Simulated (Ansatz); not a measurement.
# AlSO (doublet): wB97M-V, B2PLYP, RPA-PBE over vertical spin and charge gaps and displaced geometries, cc-pVDZ

How well do these functionals follow the top wave-function level for AlSO (doublet) over vertical spin and charge gaps and displaced geometries?

Program: Ansatz 0.2.0, Gaussian basis. Level of theory: cc-pVDZ, all electrons in the functionals, frozen cores in the correlation of double hybrids and RPA. These are calculated values, not measurements.

The runs, in order: wB97M-V, B2PLYP, RPA-PBE, at charge 0, doublet; charge 0, quartet; charge 1, singlet; charge 1, triplet; displaced geometry v1; displaced geometry v2.

25 further runs of the same task are left out: 12 for a known fault of the program, 4 that didn't finish, 9 set aside as unsound or not needed. Runs told in other sessions of the task aren't counted.

### Step 1. The geometry

The geometry is a PBE0/def2-TZVP stationary point (not a proven minimum).

3 atoms, charge 0, spin multiplicity 2.

Atoms are counted from 1 here; the program's logs count them from 0.

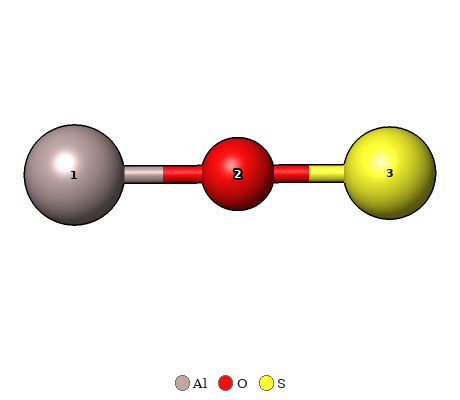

The structure; aluminium light grey, oxygen red, sulfur yellow; atoms are numbered from 1 in the order of the file.

No dispersion term is added; wB97M-V holds VV10 nonlocal correlation.

The geometry shown and the zero of energy belong to the point charge 0, doublet. The yardstick, UCCSDT(Q), and other wave-function levels (R restricted, U unrestricted, valence and pair active spaces) come from earlier runs.

### Step 2. wB97M-V, charge 0, doublet

in.yaml reads:

```yaml
crystal:
  periodic: [false, false, false]
  atoms:
    - {symbol: Al, position_ang: [0.000000, 0.000000, 1.679600]}
    - {symbol: O, position_ang: [0.000000, 0.000000, -0.041100]}
    - {symbol: S, position_ang: [0.000000, 0.000000, -1.638500]}
basis:
  gaussian: {orbitals: cc-pVDZ}
magnetization: {spin_polarized: true, initial_magnetization: 1}
hamiltonian: {xc: {name: wB97M-V}}
output: {forces: true, orbitals: {seedname: orbitals}}
```

Launch:

```bash
$ ansatz run in.yaml --threads 1 --pin off --events-out ev --progress --plain --max-ram 2393MiB
```

Log, cut to the lines that bear on the results:

```text
Functional definition: wB97M-V
  name "wB97M-V"
  cite "Mardirossian & Head-Gordon, J. Chem. Phys. 144, 214110 (2016) doi:10.1063/1.4952647"
  cite "Becke, J. Chem. Phys. 107, 8554 (1997) doi:10.1063/1.475007"
  cite "Vydrov & Van Voorhis, J. Chem. Phys. 133, 244103 (2010) doi:10.1063/1.3521275"
  # Of w^i u^j: cxij and so on, Table III.
[...]
  gx(w, u) = 1 - cx + cx01*u + cx10*w
  gss(w, u) = css00 + css04*u^4 + css10*w + css20*w^2 + css43*w^4*u^3
  gos(w, u) = cos00 + cos10*w + (cos20 + cos21*u)*w^2 + (cos60 + cos61*u)*w^6
[...]
      + integral(e_c_pw_mod_opposite_spin*gos(b97_w_opposite, b97_u_opposite)) + vv10(b, c)
503 factors; integrals over basis functions are off by at most 1.2e-3 eV
142 factors; integrals over basis functions are off by at most 2.2e-5 eV
[...]
mean field -19477.28949908 eV, -715.7771869101 hartree, gradient 3.1e-5 eV, S^2 0.751631; 0 other end points of the search recorded, 0 dependent functions left out
[...]
reference -19477.28953262 eV, -715.7771881428 hartree; 19, 18 occupied and 31, 32 virtual orbitals, 503 factors
Total energy: -19477.28953262 eV, -715.7771881428 hartree
Atom 0 at     0.000000     0.000000     1.679600 Å, force    -0.000000     0.000000     0.964848 eV/Å
Atom 1 at     0.000000     0.000000    -0.041100 Å, force     0.000000    -0.000000     0.472886 eV/Å
Atom 2 at     0.000000     0.000000    -1.638500 Å, force     0.000000    -0.000000    -1.437734 eV/Å
Dipole moment:     0.000000     0.000000     0.262814 e Å
```

It took 6 s on 1 thread of INTEL XEON PLATINUM 8581C at 2.10GHz, shared host.

From the report: ⟨S²⟩ of the determinant 0.752 (pure doublet: 0.75).

### Step 3. wB97M-V, charge 0, quartet

Changes to in.yaml since step 2:

```diff
@@ -8,3 +8,3 @@
   gaussian: {orbitals: cc-pVDZ}
-magnetization: {spin_polarized: true, initial_magnetization: 1}
+magnetization: {spin_polarized: true, initial_magnetization: 3}
 hamiltonian: {xc: {name: wB97M-V}}
```

Launched as before.

Log, cut to the lines that bear on the results:

```text
Functional definition: wB97M-V
  name "wB97M-V"
  cite "Mardirossian & Head-Gordon, J. Chem. Phys. 144, 214110 (2016) doi:10.1063/1.4952647"
  cite "Becke, J. Chem. Phys. 107, 8554 (1997) doi:10.1063/1.475007"
  cite "Vydrov & Van Voorhis, J. Chem. Phys. 133, 244103 (2010) doi:10.1063/1.3521275"
  # Of w^i u^j: cxij and so on, Table III.
[...]
  gx(w, u) = 1 - cx + cx01*u + cx10*w
  gss(w, u) = css00 + css04*u^4 + css10*w + css20*w^2 + css43*w^4*u^3
  gos(w, u) = cos00 + cos10*w + (cos20 + cos21*u)*w^2 + (cos60 + cos61*u)*w^6
[...]
      + integral(e_c_pw_mod_opposite_spin*gos(b97_w_opposite, b97_u_opposite)) + vv10(b, c)
503 factors; integrals over basis functions are off by at most 1.2e-3 eV
142 factors; integrals over basis functions are off by at most 2.2e-5 eV
[...]
mean field -19473.54768587 eV, -715.6396778111 hartree, gradient 2.8e-5 eV, S^2 3.754340; 1 other end points of the search recorded, 0 dependent functions left out
[...]
reference -19473.54771911 eV, -715.6396790326 hartree; 20, 17 occupied and 30, 33 virtual orbitals, 503 factors
Total energy: -19473.54771911 eV, -715.6396790326 hartree
Atom 0 at     0.000000     0.000000     1.679600 Å, force    -0.000000     0.000000     2.423221 eV/Å
Atom 1 at     0.000000     0.000000    -0.041100 Å, force    -0.000000    -0.000000     4.438035 eV/Å
Atom 2 at     0.000000     0.000000    -1.638500 Å, force     0.000000    -0.000000    -6.861256 eV/Å
Dipole moment:     0.000000     0.000000     0.077515 e Å
```

It took 8 s on 1 thread of INTEL XEON PLATINUM 8581C at 2.10GHz, shared host.

From the report: ⟨S²⟩ of the determinant 3.754 (pure quartet: 3.75).

From charge 0, doublet: +361.0 kJ/mol.

### Step 4. wB97M-V, charge 1, singlet

Changes to in.yaml since step 3:

```diff
@@ -8,4 +8,5 @@
   gaussian: {orbitals: cc-pVDZ}
-magnetization: {spin_polarized: true, initial_magnetization: 3}
+total_charge: 1
+magnetization: {spin_polarized: true, initial_magnetization: 0}
 hamiltonian: {xc: {name: wB97M-V}}
-output: {forces: true, orbitals: {seedname: orbitals}}
+output: {orbitals: {seedname: orbitals}}
```

Same command.

Log, cut to the lines that bear on the results:

```text
Functional definition: wB97M-V
  name "wB97M-V"
  cite "Mardirossian & Head-Gordon, J. Chem. Phys. 144, 214110 (2016) doi:10.1063/1.4952647"
  cite "Becke, J. Chem. Phys. 107, 8554 (1997) doi:10.1063/1.475007"
  cite "Vydrov & Van Voorhis, J. Chem. Phys. 133, 244103 (2010) doi:10.1063/1.3521275"
  # Of w^i u^j: cxij and so on, Table III.
[...]
  gx(w, u) = 1 - cx + cx01*u + cx10*w
  gss(w, u) = css00 + css04*u^4 + css10*w + css20*w^2 + css43*w^4*u^3
  gos(w, u) = cos00 + cos10*w + (cos20 + cos21*u)*w^2 + (cos60 + cos61*u)*w^6
[...]
      + integral(e_c_pw_mod_opposite_spin*gos(b97_w_opposite, b97_u_opposite)) + vv10(b, c)
503 factors; integrals over basis functions are off by at most 1.2e-3 eV
142 factors; integrals over basis functions are off by at most 2.2e-5 eV
[...]
mean field -19468.63211994 eV, -715.4590340950 hartree, gradient 8.3e-6 eV, S^2 1.003044; 13 other end points of the search recorded, 0 dependent functions left out
reference -19468.63215411 eV, -715.4590353507 hartree; 18, 18 occupied and 32, 32 virtual orbitals, 503 factors
Total energy: -19468.63215411 eV, -715.4590353507 hartree
```

Wall time 37 s (1 thread of INTEL XEON PLATINUM 8581C at 2.10GHz, shared host); peak memory 0.26 GiB.

From the report: ⟨S²⟩ of the determinant 1.003 (pure singlet: 0.00). The determinant of wB97M-V (⟨S²⟩ 1.00) is far from a pure spin state, so its energy mixes those of several spin states; that is harmless only where they are near-degenerate.

From charge 0, doublet: +835.3 kJ/mol.

### Step 5. wB97M-V, charge 1, triplet

Changes to in.yaml since step 4:

```diff
@@ -9,3 +9,3 @@
 total_charge: 1
-magnetization: {spin_polarized: true, initial_magnetization: 0}
+magnetization: {spin_polarized: true, initial_magnetization: 2}
 hamiltonian: {xc: {name: wB97M-V}}
```

The command is unchanged.

Log, cut to the lines that bear on the results:

```text
Functional definition: wB97M-V
  name "wB97M-V"
  cite "Mardirossian & Head-Gordon, J. Chem. Phys. 144, 214110 (2016) doi:10.1063/1.4952647"
  cite "Becke, J. Chem. Phys. 107, 8554 (1997) doi:10.1063/1.475007"
  cite "Vydrov & Van Voorhis, J. Chem. Phys. 133, 244103 (2010) doi:10.1063/1.3521275"
  # Of w^i u^j: cxij and so on, Table III.
[...]
  gx(w, u) = 1 - cx + cx01*u + cx10*w
  gss(w, u) = css00 + css04*u^4 + css10*w + css20*w^2 + css43*w^4*u^3
  gos(w, u) = cos00 + cos10*w + (cos20 + cos21*u)*w^2 + (cos60 + cos61*u)*w^6
[...]
      + integral(e_c_pw_mod_opposite_spin*gos(b97_w_opposite, b97_u_opposite)) + vv10(b, c)
503 factors; integrals over basis functions are off by at most 1.2e-3 eV
142 factors; integrals over basis functions are off by at most 2.2e-5 eV
[...]
mean field -19469.01583784 eV, -715.4731354678 hartree, gradient 1.3e-5 eV, S^2 2.004488; 3 other end points of the search recorded, 0 dependent functions left out
reference -19469.01587193 eV, -715.4731367205 hartree; 19, 17 occupied and 31, 33 virtual orbitals, 503 factors
Total energy: -19469.01587193 eV, -715.4731367205 hartree
```

It took 13 s on 1 thread of INTEL XEON PLATINUM 8581C at 2.10GHz, shared host.

From the report: ⟨S²⟩ of the determinant 2.004 (pure triplet: 2.00).

From charge 0, doublet: +798.3 kJ/mol.

### Step 6. wB97M-V, displaced geometry v1

in.yaml reads:

```yaml
crystal:
  periodic: [false, false, false]
  atoms:
    - {symbol: Al, position_ang: [-0.015433, -0.009008, 1.701240]}
    - {symbol: O, position_ang: [-0.016266, -0.025151, -0.030613]}
    - {symbol: S, position_ang: [0.031698, 0.034159, -1.670627]}
basis:
  gaussian: {orbitals: cc-pVDZ}
magnetization: {spin_polarized: true, initial_magnetization: 1}
hamiltonian: {xc: {name: wB97M-V}}
output: {orbitals: {seedname: orbitals}}
```

Same command.

Log, cut to the lines that bear on the results:

```text
Functional definition: wB97M-V
  name "wB97M-V"
  cite "Mardirossian & Head-Gordon, J. Chem. Phys. 144, 214110 (2016) doi:10.1063/1.4952647"
  cite "Becke, J. Chem. Phys. 107, 8554 (1997) doi:10.1063/1.475007"
  cite "Vydrov & Van Voorhis, J. Chem. Phys. 133, 244103 (2010) doi:10.1063/1.3521275"
  # Of w^i u^j: cxij and so on, Table III.
[...]
  gx(w, u) = 1 - cx + cx01*u + cx10*w
  gss(w, u) = css00 + css04*u^4 + css10*w + css20*w^2 + css43*w^4*u^3
  gos(w, u) = cos00 + cos10*w + (cos20 + cos21*u)*w^2 + (cos60 + cos61*u)*w^6
[...]
      + integral(e_c_pw_mod_opposite_spin*gos(b97_w_opposite, b97_u_opposite)) + vv10(b, c)
503 factors; integrals over basis functions are off by at most 1.2e-3 eV
142 factors; integrals over basis functions are off by at most 2.4e-5 eV
[...]
mean field -19477.32512980 eV, -715.7784963149 hartree, gradient 2.9e-6 eV, S^2 0.751677; 2 other end points of the search recorded, 0 dependent functions left out
reference -19477.32516354 eV, -715.7784975550 hartree; 19, 18 occupied and 31, 32 virtual orbitals, 503 factors
Total energy: -19477.32516354 eV, -715.7784975550 hartree
```

Run time: 99 s. Hardware: 1 thread of INTEL XEON PLATINUM 8581C at 2.10GHz, shared host; peak memory 0.27 GiB.

From the report: ⟨S²⟩ of the determinant 0.752 (pure doublet: 0.75).

From charge 0, doublet: -3.4 kJ/mol.

### Step 7. wB97M-V, displaced geometry v2

in.yaml reads:

```yaml
crystal:
  periodic: [false, false, false]
  atoms:
    - {symbol: Al, position_ang: [0.084376, 0.005225, 1.674598]}
    - {symbol: O, position_ang: [-0.080498, 0.013599, -0.034509]}
    - {symbol: S, position_ang: [-0.003878, -0.018825, -1.640089]}
basis:
  gaussian: {orbitals: cc-pVDZ}
magnetization: {spin_polarized: true, initial_magnetization: 1}
hamiltonian: {xc: {name: wB97M-V}}
output: {orbitals: {seedname: orbitals}}
```

The command is unchanged.

Log, cut to the lines that bear on the results:

```text
Functional definition: wB97M-V
  name "wB97M-V"
  cite "Mardirossian & Head-Gordon, J. Chem. Phys. 144, 214110 (2016) doi:10.1063/1.4952647"
  cite "Becke, J. Chem. Phys. 107, 8554 (1997) doi:10.1063/1.475007"
  cite "Vydrov & Van Voorhis, J. Chem. Phys. 133, 244103 (2010) doi:10.1063/1.3521275"
  # Of w^i u^j: cxij and so on, Table III.
[...]
  gx(w, u) = 1 - cx + cx01*u + cx10*w
  gss(w, u) = css00 + css04*u^4 + css10*w + css20*w^2 + css43*w^4*u^3
  gos(w, u) = cos00 + cos10*w + (cos20 + cos21*u)*w^2 + (cos60 + cos61*u)*w^6
[...]
      + integral(e_c_pw_mod_opposite_spin*gos(b97_w_opposite, b97_u_opposite)) + vv10(b, c)
503 factors; integrals over basis functions are off by at most 1.2e-3 eV
142 factors; integrals over basis functions are off by at most 2.4e-5 eV
[...]
mean field -19477.29523951 eV, -715.7773978673 hartree, gradient 9.2e-6 eV, S^2 0.751632; 2 other end points of the search recorded, 0 dependent functions left out
reference -19477.29527322 eV, -715.7773991058 hartree; 19, 18 occupied and 31, 32 virtual orbitals, 503 factors
Total energy: -19477.29527322 eV, -715.7773991058 hartree
```

Run time: 73 s. Hardware: 1 thread of INTEL XEON PLATINUM 8581C at 2.10GHz, shared host; peak memory 0.27 GiB.

From the report: ⟨S²⟩ of the determinant 0.752 (pure doublet: 0.75).

From charge 0, doublet: -0.6 kJ/mol.

### Step 8. B2PLYP, charge 0, doublet

in.yaml reads:

```yaml
crystal:
  periodic: [false, false, false]
  atoms:
    - {symbol: Al, position_ang: [0.000000, 0.000000, 1.679600]}
    - {symbol: O, position_ang: [0.000000, 0.000000, -0.041100]}
    - {symbol: S, position_ang: [0.000000, 0.000000, -1.638500]}
basis:
  gaussian: {orbitals: cc-pVDZ}
magnetization: {spin_polarized: true, initial_magnetization: 1}
hamiltonian: {xc: {name: B2PLYP}}
correlation: {electrons: outside_noble_gas}
```

The command is unchanged.

Log, cut to the lines that bear on the results:

```text
Functional definition: B2PLYP
  name "B2PLYP"
  cite "Grimme, J. Chem. Phys. 124, 034108 (2006) doi:10.1063/1.2148954"
  cite "Becke, Phys. Rev. A 38, 3098 (1988) doi:10.1103/PhysRevA.38.3098"
  cite "Lee, Yang & Parr, Phys. Rev. B 37, 785 (1988) doi:10.1103/PhysRevB.37.785"
[...]
503 factors; integrals over basis functions are off by at most 1.2e-3 eV
[...]
mean field -19466.87151996 eV, -715.3943332390 hartree, gradient 5.3e-6 eV, S^2 0.755421; 0 other end points of the search recorded, 0 dependent functions left out
11 core orbitals not correlated: weight in the atoms' cores, before any rotation towards them, 1.000 or more for the frozen orbitals, at most 0.000 for the correlated occupied ones
reference -19466.87164734 eV, -715.3943379203 hartree; 8, 7 occupied and 31, 32 virtual orbitals, 503 factors
second order -11.38552442 eV of doubles, -0.00000000 eV of singles
Total energy: -19469.94573894 eV, -715.5073087027 hartree
```

Run time: 1.9 s. Hardware: 1 thread of INTEL XEON PLATINUM 8581C at 2.10GHz, shared host.

From the report: ⟨S²⟩ of the determinant 0.755 (pure doublet: 0.75).

### Step 9. B2PLYP, charge 0, quartet

Changes to in.yaml since step 8:

```diff
@@ -8,3 +8,3 @@
   gaussian: {orbitals: cc-pVDZ}
-magnetization: {spin_polarized: true, initial_magnetization: 1}
+magnetization: {spin_polarized: true, initial_magnetization: 3}
 hamiltonian: {xc: {name: B2PLYP}}
```

Same command.

Log, cut to the lines that bear on the results:

```text
Functional definition: B2PLYP
  name "B2PLYP"
  cite "Grimme, J. Chem. Phys. 124, 034108 (2006) doi:10.1063/1.2148954"
  cite "Becke, Phys. Rev. A 38, 3098 (1988) doi:10.1103/PhysRevA.38.3098"
  cite "Lee, Yang & Parr, Phys. Rev. B 37, 785 (1988) doi:10.1103/PhysRevB.37.785"
[...]
503 factors; integrals over basis functions are off by at most 1.2e-3 eV
[...]
mean field -19463.30772624 eV, -715.2633662357 hartree, gradient 2.9e-6 eV, S^2 3.759444; 4 other end points of the search recorded, 0 dependent functions left out
11 core orbitals not correlated: weight in the atoms' cores, before any rotation towards them, 1.000 or more for the frozen orbitals, at most 0.000 for the correlated occupied ones
reference -19463.30785229 eV, -715.2633708677 hartree; 9, 6 occupied and 30, 33 virtual orbitals, 503 factors
second order -11.45971306 eV of doubles, -0.00000000 eV of singles
Total energy: -19466.40197481 eV, -715.3770777733 hartree
```

Run time: 3.7 s. Hardware: 1 thread of INTEL XEON PLATINUM 8581C at 2.10GHz, shared host.

From the report: ⟨S²⟩ of the determinant 3.759 (pure quartet: 3.75).

From charge 0, doublet: +341.9 kJ/mol.

### Step 10. B2PLYP, charge 1, singlet

Changes to in.yaml since step 9:

```diff
@@ -8,3 +8,4 @@
   gaussian: {orbitals: cc-pVDZ}
-magnetization: {spin_polarized: true, initial_magnetization: 3}
+total_charge: 1
+magnetization: {spin_polarized: true, initial_magnetization: 0}
 hamiltonian: {xc: {name: B2PLYP}}
```

Same command.

Log, cut to the lines that bear on the results:

```text
Functional definition: B2PLYP
  name "B2PLYP"
  cite "Grimme, J. Chem. Phys. 124, 034108 (2006) doi:10.1063/1.2148954"
  cite "Becke, Phys. Rev. A 38, 3098 (1988) doi:10.1103/PhysRevA.38.3098"
  cite "Lee, Yang & Parr, Phys. Rev. B 37, 785 (1988) doi:10.1103/PhysRevB.37.785"
[...]
503 factors; integrals over basis functions are off by at most 1.2e-3 eV
[...]
mean field -19458.47696216 eV, -715.0858389299 hartree, gradient 4.1e-6 eV, S^2 1.012406; 14 other end points of the search recorded, 0 dependent functions left out
11 core orbitals not correlated: weight in the atoms' cores, before any rotation towards them, 1.000 or more for the frozen orbitals, at most 0.000 for the correlated occupied ones
reference -19458.47709240 eV, -715.0858437162 hartree; 7, 7 occupied and 32, 32 virtual orbitals, 503 factors
second order -11.24608229 eV of doubles, -0.00000000 eV of singles
Total energy: -19461.51353462 eV, -715.1974309095 hartree
```

Run time: 14 s. Hardware: 1 thread of INTEL XEON PLATINUM 8581C at 2.10GHz, shared host.

From the report: ⟨S²⟩ of the determinant 1.012 (pure singlet: 0.00). The determinant of B2PLYP (⟨S²⟩ 1.01) is far from a pure spin state, so its energy mixes those of several spin states; that is harmless only where they are near-degenerate.

From charge 0, doublet: +813.6 kJ/mol.

### Step 11. B2PLYP, charge 1, triplet

Changes to in.yaml since step 10:

```diff
@@ -9,3 +9,3 @@
 total_charge: 1
-magnetization: {spin_polarized: true, initial_magnetization: 0}
+magnetization: {spin_polarized: true, initial_magnetization: 2}
 hamiltonian: {xc: {name: B2PLYP}}
```

Launched as before.

Log, cut to the lines that bear on the results:

```text
Functional definition: B2PLYP
  name "B2PLYP"
  cite "Grimme, J. Chem. Phys. 124, 034108 (2006) doi:10.1063/1.2148954"
  cite "Becke, Phys. Rev. A 38, 3098 (1988) doi:10.1103/PhysRevA.38.3098"
  cite "Lee, Yang & Parr, Phys. Rev. B 37, 785 (1988) doi:10.1103/PhysRevB.37.785"
[...]
503 factors; integrals over basis functions are off by at most 1.2e-3 eV
[...]
mean field -19458.85533413 eV, -715.0997438433 hartree, gradient 1.6e-6 eV, S^2 2.012198; 4 other end points of the search recorded, 0 dependent functions left out
11 core orbitals not correlated: weight in the atoms' cores, before any rotation towards them, 1.000 or more for the frozen orbitals, at most 0.000 for the correlated occupied ones
reference -19458.85546430 eV, -715.0997486271 hartree; 8, 6 occupied and 31, 33 virtual orbitals, 503 factors
second order -11.20650732 eV of doubles, -0.00000000 eV of singles
Total energy: -19461.88122128 eV, -715.2109431450 hartree
```

Run time: 5.5 s. Hardware: 1 thread of INTEL XEON PLATINUM 8581C at 2.10GHz, shared host.

From the report: ⟨S²⟩ of the determinant 2.012 (pure triplet: 2.00).

From charge 0, doublet: +778.1 kJ/mol.

### Step 12. B2PLYP, displaced geometry v1

in.yaml reads:

```yaml
crystal:
  periodic: [false, false, false]
  atoms:
    - {symbol: Al, position_ang: [-0.015433, -0.009008, 1.701240]}
    - {symbol: O, position_ang: [-0.016266, -0.025151, -0.030613]}
    - {symbol: S, position_ang: [0.031698, 0.034159, -1.670627]}
basis:
  gaussian: {orbitals: cc-pVDZ}
magnetization: {spin_polarized: true, initial_magnetization: 1}
hamiltonian: {xc: {name: B2PLYP}}
correlation: {electrons: outside_noble_gas}
```

The command is unchanged.

Log, cut to the lines that bear on the results:

```text
Functional definition: B2PLYP
  name "B2PLYP"
  cite "Grimme, J. Chem. Phys. 124, 034108 (2006) doi:10.1063/1.2148954"
  cite "Becke, Phys. Rev. A 38, 3098 (1988) doi:10.1103/PhysRevA.38.3098"
  cite "Lee, Yang & Parr, Phys. Rev. B 37, 785 (1988) doi:10.1103/PhysRevB.37.785"
[...]
503 factors; integrals over basis functions are off by at most 1.2e-3 eV
[...]
mean field -19466.89409680 eV, -715.3951629226 hartree, gradient 2.7e-10 eV, S^2 0.755455; 3 other end points of the search recorded, 0 dependent functions left out
11 core orbitals not correlated: weight in the atoms' cores, before any rotation towards them, 1.000 or more for the frozen orbitals, at most 0.000 for the correlated occupied ones
reference -19466.89422454 eV, -715.3951676169 hartree; 8, 7 occupied and 31, 32 virtual orbitals, 503 factors
second order -11.50152148 eV of doubles, -0.00000000 eV of singles
Total energy: -19469.99963533 eV, -715.5092893588 hartree
```

Run time: 32 s. Hardware: 1 thread of INTEL XEON PLATINUM 8581C at 2.10GHz, shared host.

From the report: ⟨S²⟩ of the determinant 0.755 (pure doublet: 0.75).

From charge 0, doublet: -5.2 kJ/mol.

### Step 13. B2PLYP, displaced geometry v2

in.yaml reads:

```yaml
crystal:
  periodic: [false, false, false]
  atoms:
    - {symbol: Al, position_ang: [0.084376, 0.005225, 1.674598]}
    - {symbol: O, position_ang: [-0.080498, 0.013599, -0.034509]}
    - {symbol: S, position_ang: [-0.003878, -0.018825, -1.640089]}
basis:
  gaussian: {orbitals: cc-pVDZ}
magnetization: {spin_polarized: true, initial_magnetization: 1}
hamiltonian: {xc: {name: B2PLYP}}
correlation: {electrons: outside_noble_gas}
```

Launched as before.

Log, cut to the lines that bear on the results:

```text
Functional definition: B2PLYP
  name "B2PLYP"
  cite "Grimme, J. Chem. Phys. 124, 034108 (2006) doi:10.1063/1.2148954"
  cite "Becke, Phys. Rev. A 38, 3098 (1988) doi:10.1103/PhysRevA.38.3098"
  cite "Lee, Yang & Parr, Phys. Rev. B 37, 785 (1988) doi:10.1103/PhysRevB.37.785"
[...]
503 factors; integrals over basis functions are off by at most 1.2e-3 eV
[...]
mean field -19466.87603155 eV, -715.3944990369 hartree, gradient 5.3e-10 eV, S^2 0.755418; 3 other end points of the search recorded, 0 dependent functions left out
11 core orbitals not correlated: weight in the atoms' cores, before any rotation towards them, 1.000 or more for the frozen orbitals, at most 0.000 for the correlated occupied ones
reference -19466.87615874 eV, -715.3945037112 hartree; 8, 7 occupied and 31, 32 virtual orbitals, 503 factors
second order -11.40138837 eV of doubles, -0.00000000 eV of singles
Total energy: -19469.95453360 eV, -715.5076319007 hartree
```

It took 30 s on 1 thread of INTEL XEON PLATINUM 8581C at 2.10GHz, shared host.

From the report: ⟨S²⟩ of the determinant 0.755 (pure doublet: 0.75).

From charge 0, doublet: -0.8 kJ/mol.

[end of part 1 of 2]
